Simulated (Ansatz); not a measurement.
# Si2H6: geometry at several levels

Wanted for Si2H6: geometry at several levels.

Computed with Ansatz 0.2.0 (the levels named in each step, unless a step's input says otherwise).

## Step 1: Starting point

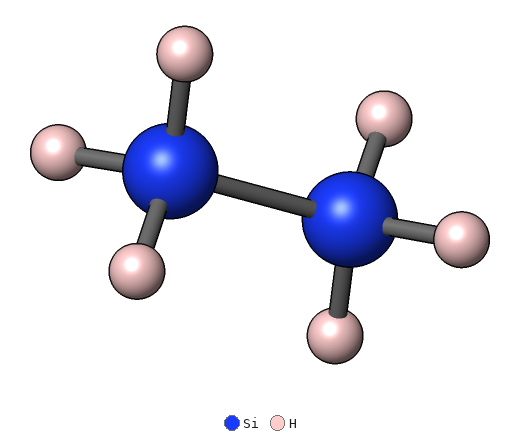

Start, viewed from a chosen angle; silicon blue, hydrogen pink.

Structure file:

```xyz
8

Si   -1.1466    0.1174   -0.0192
Si    1.1466   -0.1174    0.0192
H    -1.7864   -0.7864   -0.9806
H    -1.5692    1.4683   -0.3911
H    -1.7607   -0.1639    1.2823
H     1.5648   -1.4771    0.3752
H     1.7853    0.7774    0.9897
H     1.7619    0.1762   -1.2790
```

## Step 2: A rough first relaxation, PBE-D4/def2-SVP

This run stands in another session on the same molecule. It ended at:

```xyz
8

Si   -1.1709    0.1187   -0.0203
Si    1.1698   -0.1198    0.0195
H    -1.7739   -0.8305   -1.0211
H    -1.5453    1.5255   -0.4035
H    -1.7481   -0.1813    1.3373
H     1.5435   -1.5300    0.3909
H     1.7724    0.8205    1.0289
H     1.7482    0.1914   -1.3350
```

## Step 3: Relaxation, HF/STO-3G

Contents of input.yaml:

```yaml
crystal:
  periodic: [false, false, false]
  atoms:
    - { symbol: Si, position_ang: [-1.17085855, 0.11868745, -0.02030891] }
    - { symbol: Si, position_ang: [1.16979119, -0.1197989, 0.01949445] }
    - { symbol: H, position_ang: [-1.77391879, -0.83048193, -1.02111665] }
    - { symbol: H, position_ang: [-1.54531707, 1.52547584, -0.40349535] }
    - { symbol: H, position_ang: [-1.74809102, -0.18126921, 1.3372811] }
    - { symbol: H, position_ang: [1.5435216, -1.52997635, 0.39093335] }
    - { symbol: H, position_ang: [1.77239849, 0.82054934, 1.02885661] }
    - { symbol: H, position_ang: [1.74821415, 0.19143376, -1.33504458] }
basis:
  gaussian: { orbitals: STO-3G }
hamiltonian:
  xc: hf
relax:
  f_tol: 0.002
  max_steps: 150
```

The run is started by

```console
$ ansatz run input.yaml --threads 2 --pin off --max-ram 5120MiB --backend cpu --events-out ev --progress --plain --runs-dir out
```

The program printed, shortened:

```text
Warning: RAYON_NUM_THREADS=2 ignored (pool sized by the plan → 2); use --threads N
[...]
Functional definition: HF
[...]
302 factors; integrals over basis functions are off by at most 7.2e-6 eV
[...]
mean field -15637.96717582 eV, -574.6846939166 hartree, gradient 9.8e-6 eV, S^2 0.000000; 0 other end points of the search recorded, 0 dependent functions left out
[...]
reference -15637.96717582 eV, -574.6846939166 hartree; 17, 17 occupied and 7, 7 virtual orbitals, 302 factors
relax step   1: F+E_penalty+E_count = -15637.96717582 eV  Δ(F+E_penalty+E_count) = +0.000e0 eV  max|allowed force component| = 1.996e0 eV/Å  Δτ_max = 0.0000 Å  (20 SCF iters, accepted)
[...]
relax step   5: F+E_penalty+E_count = -15638.63008793 eV  Δ(F+E_penalty+E_count) = -1.381e-4 eV  max|allowed force component| = 1.871e-2 eV/Å  Δτ_max = 0.0050 Å  (16 SCF iters, accepted)
[...]
relax step   6: F+E_penalty+E_count = -15638.63012664 eV  Δ(F+E_penalty+E_count) = -3.871e-5 eV  max|allowed force component| = 3.061e-4 eV/Å  Δτ_max = 0.0014 Å  (16 SCF iters, accepted)
302 factors; integrals over basis functions are off by at most 8.5e-6 eV
mean field -15638.63012664 eV, -574.7090569099 hartree, gradient 1.5e-5 eV, S^2 0.000000; 1 other end points of the search recorded, 0 dependent functions left out
[...]
reference -15638.63012664 eV, -574.7090569099 hartree; 17, 17 occupied and 7, 7 virtual orbitals, 302 factors
Total energy: -15638.63012664 eV, -574.7090569099 hartree
Atom 0 at    -1.116253     0.112930    -0.019369 Å, force    -0.000306    -0.000232     0.000085 eV/Å
Atom 1 at     1.115188    -0.114274     0.018520 Å, force     0.000306     0.000229    -0.000088 eV/Å
Atom 2 at    -1.704561    -0.776578    -0.961845 Å, force     0.000023     0.000156    -0.000138 eV/Å
Atom 3 at    -1.488990     1.438594    -0.378919 Å, force     0.000203     0.000029     0.000200 eV/Å
Atom 4 at    -1.680264    -0.168004     1.256781 Å, force    -0.000028    -0.000180    -0.000062 eV/Å
Atom 5 at     1.487832    -1.442278     0.369429 Å, force    -0.000196     0.000077     0.000192 eV/Å
Atom 6 at     1.702754     0.768960     0.967338 Å, force     0.000004     0.000126    -0.000147 eV/Å
Atom 7 at     1.680033     0.175270    -1.255334 Å, force    -0.000004    -0.000205    -0.000042 eV/Å
Dipole moment:     0.000000     0.000001     0.000001 e Å
```

It took 0.9 s on 2 threads of Arm Neoverse V2, shared host; peak memory 0.073 GiB.

The steps of the relaxation:

| step | energy from step 1 (eV) | largest force component (eV/Å) |
| --- | --- | --- |
| 1 | 0.0000 | 1.9956 |
| 2 | -0.5992 | 1.3565 |
| 3 | -0.6612 | 0.0461 |
| 4 | -0.6628 | 0.0190 |
| 5 | -0.6629 | 0.0187 |
| 6 | -0.6630 | 0.0003 |

Step 1 is the start.

Before: Bond lengths: Si1–Si2 2.353 Å, Si1–H3 1.505 Å, Si1–H4 1.505 Å, Si1–H5 1.505 Å, Si2–H6 1.505 Å, Si2–H7 1.505 Å, Si2–H8 1.505 Å. Angles: Si1–Si2–H6 110.2°, Si1–Si2–H7 110.3°, Si1–Si2–H8 110.2°, H6–Si2–H7 108.7°, H6–Si2–H8 108.7°, H7–Si2–H8 108.7°, Si2–Si1–H3 110.2°, Si2–Si1–H4 110.3°, Si2–Si1–H5 110.2°, H3–Si1–H4 108.7°, H3–Si1–H5 108.7°, H4–Si1–H5 108.7°.

After: Bond lengths: Si1–Si2 2.243 Å, Si1–H3 1.423 Å, Si1–H4 1.423 Å, Si1–H5 1.423 Å, Si2–H6 1.423 Å, Si2–H7 1.423 Å, Si2–H8 1.423 Å. Angles: Si1–Si2–H6 111.0°, Si1–Si2–H7 111.0°, Si1–Si2–H8 111.0°, H6–Si2–H7 107.9°, H6–Si2–H8 107.9°, H7–Si2–H8 107.9°, Si2–Si1–H3 111.0°, Si2–Si1–H4 111.0°, Si2–Si1–H5 111.0°, H3–Si1–H4 107.9°, H3–Si1–H5 107.9°, H4–Si1–H5 107.9°.

## Step 4: Relaxation, HF/6-31G*

input.yaml: that of step 3 with these lines changed.

```diff
@@ -12,3 +12,3 @@
 basis:
-  gaussian: { orbitals: STO-3G }
+  gaussian: { orbitals: "6-31G*" }
 hamiltonian:
```

The run is started by

```console
$ ansatz run input.yaml --threads 2 --pin off --max-ram 5120MiB --backend cpu --events-out ev --progress --plain --runs-dir out
```

The program printed, shortened:

```text
Warning: RAYON_NUM_THREADS=2 ignored (pool sized by the plan → 2); use --threads N
[...]
[... 1 set-up line as earlier in the session ...]
[...]
553 factors; integrals over basis functions are off by at most 6.5e-4 eV
[...]
mean field -15818.07311174 eV, -581.3034649813 hartree, gradient 2.5e-5 eV, S^2 0.000000; 0 other end points of the search recorded, 0 dependent functions left out
[...]
reference -15818.07311174 eV, -581.3034649813 hartree; 17, 17 occupied and 33, 33 virtual orbitals, 553 factors
relax step   1: F+E_penalty+E_count = -15818.07311174 eV  Δ(F+E_penalty+E_count) = +0.000e0 eV  max|allowed force component| = 5.022e-1 eV/Å  Δτ_max = 0.0000 Å  (24 SCF iters, accepted)
[...]
relax step   5: F+E_penalty+E_count = -15818.11740990 eV  Δ(F+E_penalty+E_count) = -5.918e-6 eV  max|allowed force component| = 2.224e-3 eV/Å  Δτ_max = 0.0020 Å  (17 SCF iters, accepted)
[...]
reference -15818.11741176 eV, -581.3050929771 hartree; 17, 17 occupied and 33, 33 virtual orbitals, 553 factors
Total energy: -15818.11741176 eV, -581.3050929771 hartree
Atom 0 at    -1.170484     0.118445    -0.020289 Å, force     0.000009     0.000018    -0.000010 eV/Å
Atom 1 at     1.169418    -0.119795     0.019439 Å, force    -0.000009    -0.000028     0.000007 eV/Å
Atom 2 at    -1.766715    -0.808911    -1.005073 Å, force    -0.000006     0.000060    -0.000077 eV/Å
Atom 3 at    -1.542029     1.500102    -0.392131 Å, force     0.000024     0.000005     0.000112 eV/Å
Atom 4 at    -1.741897    -0.179134     1.310204 Å, force    -0.000037    -0.000119    -0.000012 eV/Å
Atom 5 at     1.540946    -1.502334     0.388004 Å, force    -0.000037     0.000061     0.000096 eV/Å
Atom 6 at     1.765354     0.805190     1.006628 Å, force     0.000038     0.000095    -0.000071 eV/Å
Atom 7 at     1.741147     0.181057    -1.310183 Å, force     0.000018    -0.000093    -0.000045 eV/Å
Dipole moment:    -0.000000    -0.000003    -0.000000 e Å
```

Run time: 2 s. Hardware: 2 threads of Arm Neoverse V2, shared host; peak memory 0.087 GiB.

Relaxation path:

| step | energy from step 1 (eV) | largest force component (eV/Å) |
| --- | --- | --- |
| 1 | 0.0000 | 0.5022 |
| 2 | -0.0429 | 0.1604 |
| 3 | -0.0440 | 0.1004 |
| 4 | -0.0443 | 0.0055 |
| 5 | -0.0443 | 0.0022 |
| 6 | -0.0443 | 0.0001 |

Step 1 is the start.

Before: Bond lengths: Si1–Si2 2.353 Å, Si1–H3 1.505 Å, Si1–H4 1.505 Å, Si1–H5 1.505 Å, Si2–H6 1.505 Å, Si2–H7 1.505 Å, Si2–H8 1.505 Å. Angles: Si1–Si2–H6 110.2°, Si1–Si2–H7 110.3°, Si1–Si2–H8 110.2°, H6–Si2–H7 108.7°, H6–Si2–H8 108.7°, H7–Si2–H8 108.7°, Si2–Si1–H3 110.2°, Si2–Si1–H4 110.3°, Si2–Si1–H5 110.2°, H3–Si1–H4 108.7°, H3–Si1–H5 108.7°, H4–Si1–H5 108.7°.

After: Bond lengths: Si1–Si2 2.352 Å, Si1–H3 1.478 Å, Si1–H4 1.478 Å, Si1–H5 1.478 Å, Si2–H6 1.478 Å, Si2–H7 1.478 Å, Si2–H8 1.478 Å. Angles: Si1–Si2–H6 110.4°, Si1–Si2–H7 110.4°, Si1–Si2–H8 110.4°, H6–Si2–H7 108.5°, H6–Si2–H8 108.5°, H7–Si2–H8 108.5°, Si2–Si1–H3 110.4°, Si2–Si1–H4 110.4°, Si2–Si1–H5 110.4°, H3–Si1–H4 108.5°, H3–Si1–H5 108.5°, H4–Si1–H5 108.5°.

## Step 5: Relaxation, LDA/def2-SVP

input.yaml: that of step 4 with these lines changed.

```diff
@@ -12,5 +12,5 @@
 basis:
-  gaussian: { orbitals: "6-31G*" }
+  gaussian: { orbitals: def2-SVP }
 hamiltonian:
-  xc: hf
+  xc: lda
 relax:
```

The run is started by

```console
$ ansatz run input.yaml --threads 2 --pin off --max-ram 5120MiB --backend cpu --events-out ev --progress --plain --runs-dir out
```

The program printed, shortened:

```text
Warning: RAYON_NUM_THREADS=2 ignored (pool sized by the plan → 2); use --threads N
[...]
Functional definition: SPW92
[...]
740 factors; their error is unknown
[...]
mean field -15782.31532458 eV, -579.9893905407 hartree, gradient 5.5e-5 eV, S^2 0.000000; 0 other end points of the search recorded, 0 dependent functions left out
[...]
reference -15782.31535658 eV, -579.9893917168 hartree; 17, 17 occupied and 49, 49 virtual orbitals, 740 factors
relax step   1: F+E_penalty+E_count = -15782.31532458 eV  Δ(F+E_penalty+E_count) = +0.000e0 eV  max|allowed force component| = 2.557e-1 eV/Å  Δτ_max = 0.0000 Å  (20 SCF iters, accepted)
[...]
relax step   3: F+E_penalty+E_count = -15782.31839483 eV  Δ(F+E_penalty+E_count) = -7.588e-5 eV  max|allowed force component| = 3.391e-3 eV/Å  Δτ_max = 0.0021 Å  (18 SCF iters, accepted)
[...]
reference -15782.31843009 eV, -579.9895046660 hartree; 17, 17 occupied and 49, 49 virtual orbitals, 740 factors
Total energy: -15782.31843009 eV, -579.9895046660 hartree
Atom 0 at    -1.158786     0.117262    -0.020081 Å, force    -0.000321     0.000135    -0.000075 eV/Å
Atom 1 at     1.157728    -0.118534     0.019242 Å, force     0.000307    -0.000279     0.000050 eV/Å
Atom 2 at    -1.763874    -0.831592    -1.022205 Å, force     0.000080     0.000338    -0.000189 eV/Å
Atom 3 at    -1.534540     1.525492    -0.402700 Å, force    -0.000032     0.000021     0.000372 eV/Å
Atom 4 at    -1.738028    -0.183376     1.338155 Å, force     0.000057    -0.000295    -0.000169 eV/Å
Atom 5 at     1.533157    -1.529541     0.391829 Å, force     0.000127     0.000204     0.000322 eV/Å
Atom 6 at     1.762130     0.822940     1.028710 Å, force    -0.000090     0.000215    -0.000305 eV/Å
Atom 7 at     1.737953     0.191970    -1.336351 Å, force    -0.000128    -0.000339    -0.000005 eV/Å
Dipole moment:     0.000002     0.000027     0.000004 e Å
```

It took 2.1 s on 2 threads of Arm Neoverse V2, shared host; peak memory 0.11 GiB.

Step by step:

```
step  energy from step 1 (eV)  largest force component (eV/Å)
   1                   0.0000                          0.2557
   2                  -0.0030                          0.0446
   3                  -0.0031                          0.0034
   4                  -0.0031                          0.0004
```

Step 1 is the start.

Before: Bond lengths: Si1–Si2 2.353 Å, Si1–H3 1.505 Å, Si1–H4 1.505 Å, Si1–H5 1.505 Å, Si2–H6 1.505 Å, Si2–H7 1.505 Å, Si2–H8 1.505 Å. Angles: Si1–Si2–H6 110.2°, Si1–Si2–H7 110.3°, Si1–Si2–H8 110.2°, H6–Si2–H7 108.7°, H6–Si2–H8 108.7°, H7–Si2–H8 108.7°, Si2–Si1–H3 110.2°, Si2–Si1–H4 110.3°, Si2–Si1–H5 110.2°, H3–Si1–H4 108.7°, H3–Si1–H5 108.7°, H4–Si1–H5 108.7°.

After: Bond lengths: Si1–Si2 2.329 Å, Si1–H3 1.507 Å, Si1–H4 1.507 Å, Si1–H5 1.507 Å, Si2–H6 1.507 Å, Si2–H7 1.507 Å, Si2–H8 1.507 Å. Angles: Si1–Si2–H6 110.3°, Si1–Si2–H7 110.3°, Si1–Si2–H8 110.3°, H6–Si2–H7 108.6°, H6–Si2–H8 108.6°, H7–Si2–H8 108.6°, Si2–Si1–H3 110.3°, Si2–Si1–H4 110.3°, Si2–Si1–H5 110.3°, H3–Si1–H4 108.6°, H3–Si1–H5 108.6°, H4–Si1–H5 108.6°.

## Step 6: Relaxation, PBE-D4/def2-SVP

input.yaml: that of step 5 with these lines changed.

```diff
@@ -14,3 +14,4 @@
 hamiltonian:
-  xc: lda
+  xc: pbe
+  dispersion: d4
 relax:
```

The run is started by

```console
$ ansatz run input.yaml --threads 2 --pin off --max-ram 5120MiB --backend cpu --events-out ev --progress --plain --runs-dir out
```

The program printed, shortened:

```text
Warning: RAYON_NUM_THREADS=2 ignored (pool sized by the plan → 2); use --threads N
[...]
Functional definition: PBE
[...]
740 factors; their error is unknown
[...]
mean field -15838.84354260 eV, -582.0667642367 hartree, gradient 6.4e-5 eV, S^2 0.000000; 0 other end points of the search recorded, 0 dependent functions left out
[...]
reference -15838.84357630 eV, -582.0667654754 hartree; 17, 17 occupied and 49, 49 virtual orbitals, 740 factors
relax step   1: F+E_penalty+E_count = -15838.97279930 eV  Δ(F+E_penalty+E_count) = +0.000e0 eV  max|allowed force component| = 1.394e-2 eV/Å  Δτ_max = 0.0000 Å  (19 SCF iters, accepted)
[...]
relax step   2: F+E_penalty+E_count = -15838.97280724 eV  Δ(F+E_penalty+E_count) = -7.937e-6 eV  max|allowed force component| = 1.877e-3 eV/Å  Δτ_max = 0.0007 Å  (15 SCF iters, accepted)
740 factors; their error is unknown
[...]
mean field -15838.84355246 eV, -582.0667645990 hartree, gradient 5.7e-5 eV, S^2 0.000000; 1 other end points of the search recorded, 0 dependent functions left out
[...]
reference -15838.84358617 eV, -582.0667658379 hartree; 17, 17 occupied and 49, 49 virtual orbitals, 740 factors
Total energy: -15838.97284095 eV, -582.0715158636 hartree
Atom 0 at    -1.170583     0.118442    -0.020259 Å, force     0.001864     0.000139    -0.000137 eV/Å
Atom 1 at     1.169534    -0.119647     0.019430 Å, force    -0.001877    -0.000585     0.000140 eV/Å
Atom 2 at    -1.774523    -0.830227    -1.021303 Å, force    -0.000068    -0.000632    -0.001189 eV/Å
Atom 3 at    -1.545353     1.525462    -0.403137 Å, force    -0.000255     0.001586    -0.000044 eV/Å
Atom 4 at    -1.748686    -0.181552     1.337166 Å, force    -0.000013    -0.000648     0.001207 eV/Å
Atom 5 at     1.543762    -1.529800     0.391223 Å, force     0.000414    -0.001135     0.000692 eV/Å
Atom 6 at     1.772861     0.820784     1.028574 Å, force    -0.000010     0.001246     0.000702 eV/Å
Atom 7 at     1.748727     0.191160    -1.335093 Å, force    -0.000055     0.000029    -0.001371 eV/Å
Dipole moment:     0.000008     0.000058     0.000008 e Å
```

It took 1.9 s on 2 threads of Arm Neoverse V2, shared host; peak memory 0.11 GiB.

Step by step:

| step | E - E(step 1) (eV) | largest force component (eV/Å) |
| --- | --- | --- |
| 1 | 0.0000 | 0.0139 |
| 2 | 0.0000 | 0.0019 |

Step 1 is the start.

Before: Bond lengths: Si1–Si2 2.353 Å, Si1–H3 1.505 Å, Si1–H4 1.505 Å, Si1–H5 1.505 Å, Si2–H6 1.505 Å, Si2–H7 1.505 Å, Si2–H8 1.505 Å. Angles: Si1–Si2–H6 110.2°, Si1–Si2–H7 110.3°, Si1–Si2–H8 110.2°, H6–Si2–H7 108.7°, H6–Si2–H8 108.7°, H7–Si2–H8 108.7°, Si2–Si1–H3 110.2°, Si2–Si1–H4 110.3°, Si2–Si1–H5 110.2°, H3–Si1–H4 108.7°, H3–Si1–H5 108.7°, H4–Si1–H5 108.7°.

After: Bond lengths: Si1–Si2 2.353 Å, Si1–H3 1.506 Å, Si1–H4 1.506 Å, Si1–H5 1.506 Å, Si2–H6 1.506 Å, Si2–H7 1.506 Å, Si2–H8 1.506 Å. Angles: Si1–Si2–H6 110.3°, Si1–Si2–H7 110.3°, Si1–Si2–H8 110.3°, H6–Si2–H7 108.7°, H6–Si2–H8 108.7°, H7–Si2–H8 108.7°, Si2–Si1–H3 110.3°, Si2–Si1–H4 110.3°, Si2–Si1–H5 110.3°, H3–Si1–H4 108.7°, H3–Si1–H5 108.7°, H4–Si1–H5 108.7°.

## Step 7: Relaxation, PBE0-D4/def2-TZVPP

This run stands in another session on the same molecule. It ended at:

```xyz
8

Si   -1.1635    0.1177   -0.0202
Si    1.1625   -0.1190    0.0193
H    -1.7605   -0.8184   -1.0098
H    -1.5341    1.5079   -0.3972
H    -1.7350   -0.1796    1.3203
H     1.5328   -1.5115    0.3877
H     1.7588    0.8107    1.0152
H     1.7348    0.1869   -1.3189
```

## Step 8: Relaxation, MP2/def2-TZVPP

Contents of input.yaml:

```yaml
crystal:
  periodic: [false, false, false]
  atoms:
    - { symbol: Si, position_ang: [-1.1635137, 0.11773041, -0.02016344] }
    - { symbol: Si, position_ang: [1.16245129, -0.11904012, 0.0193194] }
    - { symbol: H, position_ang: [-1.76048243, -0.81837135, -1.00975365] }
    - { symbol: H, position_ang: [-1.53407806, 1.50786503, -0.39719257] }
    - { symbol: H, position_ang: [-1.73504384, -0.17964056, 1.32031102] }
    - { symbol: H, position_ang: [1.53282103, -1.51154312, 0.3877078] }
    - { symbol: H, position_ang: [1.75876111, 0.81074264, 1.01524133] }
    - { symbol: H, position_ang: [1.7348246, 0.18687707, -1.31886986] }
basis:
  gaussian: { orbitals: def2-TZVPP }
correlation:
  method: mp2
relax:
  f_tol: 0.002
  max_steps: 40
```

The run is started by

```console
$ ansatz run input.yaml --threads 2 --pin off --max-ram 5120MiB --backend cpu --events-out ev --progress --plain --runs-dir out
```

The program printed, shortened:

```text
Warning: RAYON_NUM_THREADS=2 ignored (pool sized by the plan → 2); use --threads N
[...]
[... 1 set-up line as earlier in the session ...]
[...]
1075 factors; integrals over basis functions are off by at most 2.9e-4 eV
[...]
mean field -15819.75926986 eV, -581.3654301493 hartree, gradient 1.5e-6 eV, S^2 0.000000; 0 other end points of the search recorded, 0 dependent functions left out
10 core orbitals not correlated: weight in the atoms' cores, before any rotation towards them, 1.000 or more for the frozen orbitals, at most 0.000 for the correlated occupied ones
reference -15819.75926986 eV, -581.3654301493 hartree; 7, 7 occupied and 151, 151 virtual orbitals, 1075 factors
second order -7.21639660 eV of doubles, -0.00000000 eV of singles
[...]
relax step   1: F+E_penalty+E_count = -15826.97566645 eV  Δ(F+E_penalty+E_count) = +0.000e0 eV  max|allowed force component| = 2.511e-1 eV/Å  Δτ_max = 0.0000 Å  (46 SCF iters, accepted)
[...]
second order -7.21574404 eV of doubles, -0.00000000 eV of singles
[...]
Total energy: -15826.98118880 eV, -581.6308307752 hartree
Atom 0 at    -1.166694     0.118110    -0.020231 Å, force    -0.000814    -0.000358     0.000053 eV/Å
Atom 1 at     1.165630    -0.119449     0.019382 Å, force     0.000811     0.000343    -0.000055 eV/Å
Atom 2 at    -1.758334    -0.811748    -1.004268 Å, force     0.000359    -0.000240    -0.000581 eV/Å
Atom 3 at    -1.533506     1.499675    -0.394043 Å, force     0.000800     0.000549     0.000122 eV/Å
Atom 4 at    -1.733196    -0.178427     1.311740 Å, force     0.000368    -0.000437     0.000482 eV/Å
Atom 5 at     1.532350    -1.502885     0.386300 Å, force    -0.000786    -0.000403     0.000396 eV/Å
Atom 6 at     1.756689     0.805397     1.008478 Å, force    -0.000321     0.000621     0.000202 eV/Å
Atom 7 at     1.732800     0.183948    -1.310758 Å, force    -0.000417    -0.000076    -0.000619 eV/Å
Dipole moment:     0.000000     0.000003     0.000000 e Å
Checks for a lower state left out: cluster_reference
```

Run time: 20 s. Hardware: 2 threads of Arm Neoverse V2, shared host; peak memory 0.49 GiB.

Relaxation path:

| step | energy from step 1 (eV) | largest force component (eV/Å) |
| --- | --- | --- |
| 1 | 0.0000 | 0.2511 |
| 2 | -0.0052 | 0.0588 |
| 3 | -0.0055 | 0.0024 |
| 4 | -0.0055 | 0.0008 |

Step 1 is the start.

Before: Bond lengths: Si1–Si2 2.338 Å, Si1–H3 1.487 Å, Si1–H4 1.487 Å, Si1–H5 1.487 Å, Si2–H6 1.487 Å, Si2–H7 1.487 Å, Si2–H8 1.487 Å. Angles: Si1–Si2–H6 110.3°, Si1–Si2–H7 110.3°, Si1–Si2–H8 110.3°, H6–Si2–H7 108.6°, H6–Si2–H8 108.6°, H7–Si2–H8 108.6°, Si2–Si1–H3 110.3°, Si2–Si1–H4 110.3°, Si2–Si1–H5 110.3°, H3–Si1–H4 108.6°, H3–Si1–H5 108.6°, H4–Si1–H5 108.6°.

After: Bond lengths: Si1–Si2 2.345 Å, Si1–H3 1.477 Å, Si1–H4 1.478 Å, Si1–H5 1.477 Å, Si2–H6 1.478 Å, Si2–H7 1.477 Å, Si2–H8 1.477 Å. Angles: Si1–Si2–H6 110.2°, Si1–Si2–H7 110.2°, Si1–Si2–H8 110.2°, H6–Si2–H7 108.7°, H6–Si2–H8 108.7°, H7–Si2–H8 108.7°, Si2–Si1–H3 110.2°, Si2–Si1–H4 110.2°, Si2–Si1–H5 110.2°, H3–Si1–H4 108.7°, H3–Si1–H5 108.7°, H4–Si1–H5 108.7°.

## Step 9: The levels compared

| level | Si1–Si2 (Å) | rotational constants (MHz) | dipole (D) | CPU time |
| --- | --- | --- | --- | --- |
| HF/STO-3G | 2.2433 | 47367, 5502.3, 5502.3 | 0.00 | 1.5 s |
| HF/6-31G* | 2.3523 | 43546, 5027.7, 5027.7 | 0.00 | 3.5 s |
| LDA/def2-SVP | 2.3288 | 41842, 5098.8, 5098.8 | 0.00 | 3.8 s |
| PBE-D4/def2-SVP | 2.3525 | 41900, 5009.6, 5009.6 | 0.00 | 3.5 s |
| PBE0-D4/def2-TZVPP | 2.3383 | 42949, 5077.4, 5077.4 | 0.00 | 21 s |
| MP2/def2-TZVPP | 2.3447 | 43487, 5061.3, 5061.3 | 0.00 | 38 s |

Constants are for the commonest isotopes at the equilibrium geometry; times are CPU times of the relaxations.

## Step 10: What came out

```
                 quantity    value
Si1–Si2 at MP2/def2-TZVPP  2.345 Å
```

The Si–Si distance spreads over 0.109 Å, from HF/STO-3G (shortest) to PBE-D4/def2-SVP.
